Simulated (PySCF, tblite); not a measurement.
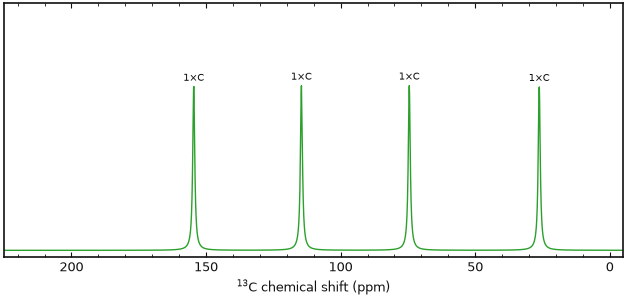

GIAO shifts, PBE0/pcSseg-1, PySCF 2.14.0, at a GFN2-xTB geometry (a minimum by its frequencies), against TMS for ¹³C computed at the same level. Gas phase, fully decoupled, line heights follow the number of nuclei, widths are arbitrary (no quadrupolar broadening); values of one conformer, averaged over methyl-type rotors and exact or near symmetry; other conformers aren't averaged in.

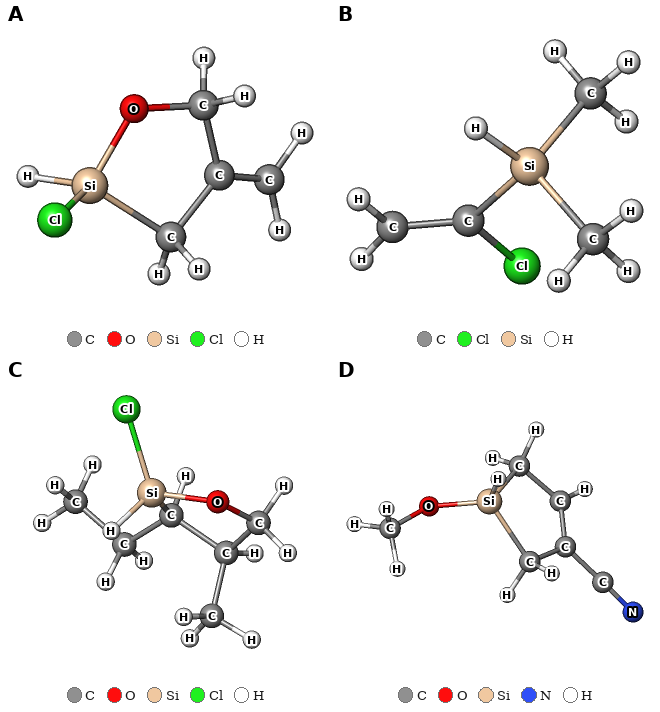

Question: Which structure fits the spectrum? The candidates are drawn in the second picture.

Answer: Structure A, C₄H₇ClOSi, SMILES C=C1CO[Si@H](Cl)C1. Its ¹³C signals: 154.6 (1 C), 114.5 (1 C), 74.5 (1 C), 26.2 (1 C) ppm.

Caveats: the tight-binding geometry is rougher than a DFT one and adds to the error.
